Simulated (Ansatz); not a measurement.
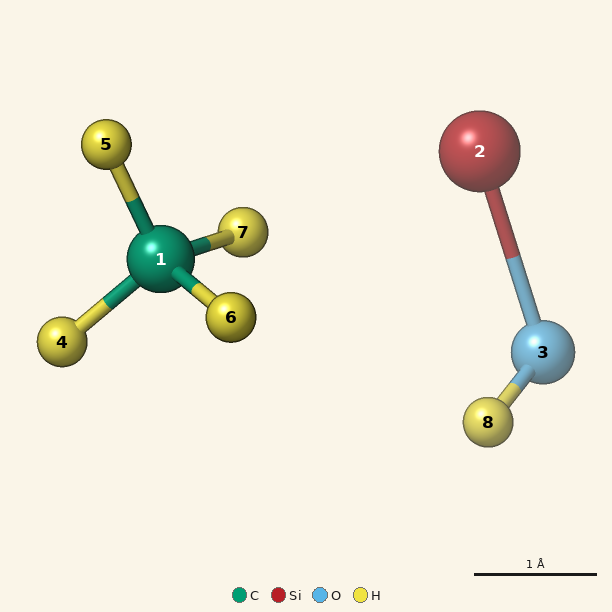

Orthographic view. Distant atoms are faded towards the background colour. Charge −1, singlet. The computed structure is the end point of a PBE-D4/def2-SVPD optimisation. No frequency run is at hand to confirm it as a minimum.

Write the connection table.

C1: H4, H5, H6, H7
Si2: O3
O3: Si2, H8
H4: C1
H5: C1
H6: C1
H7: C1
H8: O3
